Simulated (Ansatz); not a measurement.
Cl6H3N3Sn3 (cyclo-(Cl2SnNH)3) (charge +1, doublet)

Input

```
crystal:
  periodic: [false, false, false]
  atoms:
    - {symbol: Sn, position_ang: [-1.922793, -0.536694, -0.625307]}
    - {symbol: Cl, position_ang: [-4.158650, -0.087749, -0.187935]}
    - {symbol: Cl, position_ang: [-1.526536, -2.607451, -1.625114]}
    - {symbol: N, position_ang: [-0.960781, 1.057102, -1.477803]}
    - {symbol: Sn, position_ang: [1.064072, 1.277457, -1.269697]}
    - {symbol: Cl, position_ang: [2.374525, -0.225298, -2.481625]}
    - {symbol: Cl, position_ang: [1.735311, 3.494046, -1.443309]}
    - {symbol: N, position_ang: [1.413705, 0.743276, 0.744287]}
    - {symbol: Sn, position_ang: [1.007168, -1.069671, 1.681799]}
    - {symbol: Cl, position_ang: [1.439621, -0.968291, 3.953186]}
    - {symbol: Cl, position_ang: [1.821909, -2.856220, 0.467784]}
    - {symbol: N, position_ang: [-0.999775, -0.710880, 1.266767]}
    - {symbol: H, position_ang: [-1.288514, 1.256588, -2.437278]}
    - {symbol: H, position_ang: [1.549200, 1.548717, 1.382304]}
    - {symbol: H, position_ang: [-1.548462, -0.314946, 2.051921]}
basis:
  gaussian: {orbitals: def2-TZVP, fitting: {mean_field: def2-universal-jkfit}, initial_orbitals: start.molden}
total_charge: 1
magnetization: {spin_polarized: true, initial_magnetization: 1}
hamiltonian: {xc: pbe0, dispersion: d4}
scf: {omitted_lower_state_checks: [starts]}
output: {orbitals: {seedname: orbitals}}
```

Command:

```sh
ansatz run in.yaml --threads 2 --pin off --events-out ev --progress --plain --max-ram 22528MiB --backend cuda --devices 0, --max-vram 18GiB
```

Geometry: PBE-D4/def2-SVP; core potentials replace the inner electrons of Sn.

Method: UKS PBE0-D4/def2-TZVP (Ansatz 0.2.0).

Question: What will maps of the electron density, electron localisation function and spin density show?

Answer: Sn–Cl (2.32 Å): the density is about 0.64 e/Å³ at the midpoint; the ELF peaks at about 0.80 in the valence shell of Cl, 0.9 Å from its nucleus, and drops to about 0.20 between the two atoms.
N–H (1.04 Å): ρ is about 2.8 e/Å³ halfway; the ELF climbs to about 1 towards the hydrogen, as it does in any bond to H (a covalent bond by its length).
Sn–N (2.11 Å): ρ at the midpoint is about 0.66 e/Å³; the ELF peaks at about 0.90 in the valence shell of N, 0.6 Å from its nucleus, and drops to about 0.15 between the two atoms.
The unpaired spin (1 electron) lies mostly on N8 (about 0.5) and N12 (about 0.5), in electrons by Hirshfeld's partition.

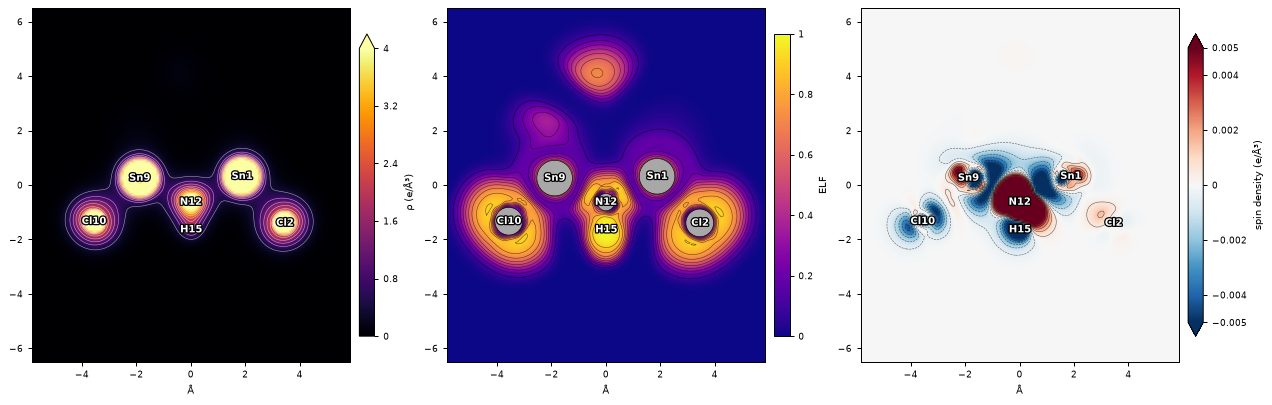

Computed electron density, electron localisation function and spin density on the plane of atoms Cl10, Sn9 and N12, in this order. Grey discs cover the atomic cores in the ELF map. 
